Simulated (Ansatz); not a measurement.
# C2HF2In (SMILES C#[C][In]([F])[F]): what the fields show

Input file:

```
crystal:
  periodic: [false, false, false]
  atoms:
    - {symbol: C, position_ang: [1.630605, -0.237733, 1.167759]}
    - {symbol: C, position_ang: [0.657969, -0.095921, 0.469855]}
    - {symbol: In, position_ang: [-0.989470, 0.144627, -0.708570]}
    - {symbol: F, position_ang: [-2.404039, -1.145558, -0.935787]}
    - {symbol: F, position_ang: [-1.387132, 1.698949, -1.777715]}
    - {symbol: H, position_ang: [2.492077, -0.364365, 1.784458]}
basis:
  gaussian: {orbitals: def2-TZVPP}
hamiltonian: {xc: pbe0, dispersion: d4}
output: {orbitals: {seedname: orbitals}}
```

Launched as:

```sh
ansatz run in.yaml --threads 4 --pin off --events-out ev --progress --plain --max-ram 10444MiB
```

Geometry: PBE0-D4/def2-TZVP; core potentials replace the inner electrons of In.

Theory: Ansatz 0.2.0, RKS PBE0-D4/def2-TZVPP.

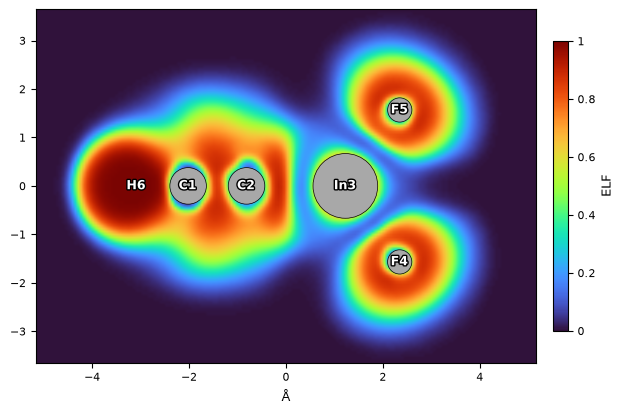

Figure 1. ELF on the molecular plane. Grey discs cover the atomic cores.

Question: Read the bonding off the picture.

Answer: The section cuts through C, In, F and H sites. C–C (1.21 Å): the ELF peaks at about 0.85 between the atoms (a short, multiple covalent bond). In–F (1.93 Å): the ELF peaks at about 0.80 in the valence shell of F, 0.5 Å from its nucleus, and drops to about 0.15 between the two atoms. C–In (2.04 Å): the ELF peaks at about 0.90 in the valence shell of C, 0.7 Å from its nucleus, and drops to about 0.20 between the two atoms. C–H (1.07 Å): the ELF climbs to about 1 towards the hydrogen, as it does in any bond to H: a covalent bond by its length. The ELF also peaks beside F4 and F5, away from the bonds: lone-pair regions.

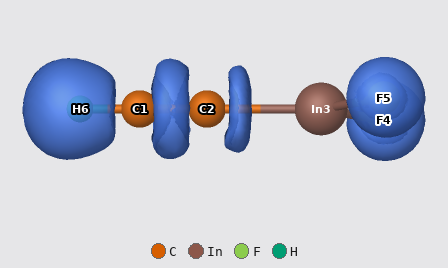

Figure 2. Isosurface of the electron localisation function at 0.8 (blue), seen from one side. Core shells and regions of very low density are left out.

Question: Describe the localisation domains.

Answer: The ELF exceeds this value in one region between bonded C–C atoms (shared pairs), one region around a hydrogen nucleus, one lobe of the valence shell of C pointing towards In (polar bonds) and two regions wrapped around F (the valence shell of each).

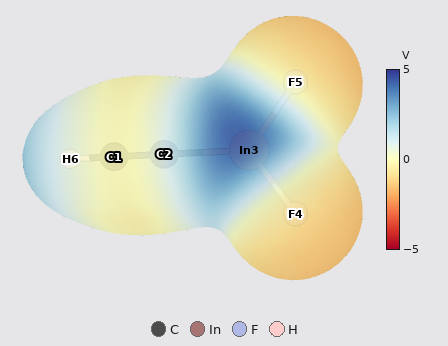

Figure 3. The electrostatic potential painted on the density surface at 0.002 e/bohr³, seen at a tilt; red is negative and blue positive.

Question: Describe the electrostatic potential map.

Answer: The most negative region (about −1.5 V) lies over F4 and F5, the most positive (about +4.3 V) over In3.
